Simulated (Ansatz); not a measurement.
```json
{"atom": "Ga", "x (Å)": "-0.0024", "y (Å)": "0.2401", "z (Å)": "-0.0710"}
{"atom": "H", "x (Å)": "0.0052", "y (Å)": "0.2415", "z (Å)": "1.5086"}
{"atom": "H", "x (Å)": "1.3817", "y (Å)": "0.3118", "z (Å)": "-0.8185"}
{"atom": "H", "x (Å)": "-1.3968", "y (Å)": "0.2542", "z (Å)": "-0.8027"}
{"atom": "F", "x (Å)": "0.0780", "y (Å)": "-2.3571", "z (Å)": "1.1919"}
{"atom": "H", "x (Å)": "0.0627", "y (Å)": "-1.6025", "z (Å)": "1.7440"}
```

Not at a stationary point (largest force 0.5 eV/Å).

Level of theory: RKS PBE-D4/def2-SVP (Ansatz 0.2.0).

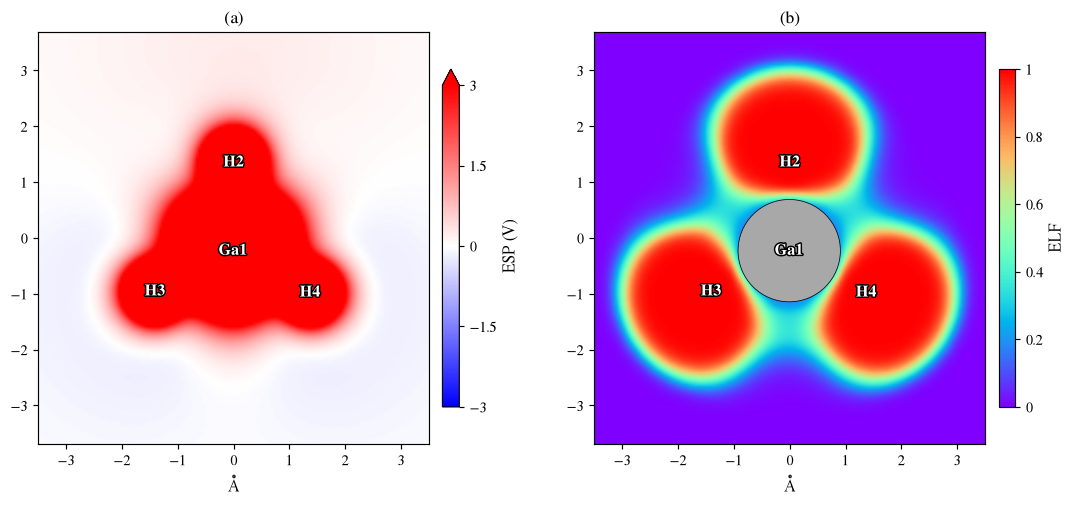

GaH₃···HF. (a) molecular electrostatic potential; (b) ELF on the plane of atoms H2, Ga1 and H3. Grey discs cover the atomic cores in the ELF map.

Q: What do the fields say about this system?

A: The plane passes through Ga and H nuclei. Ga–H (1.57 Å): the ELF climbs to about 1 towards the hydrogen. The potential has no marked negative region in this plane.
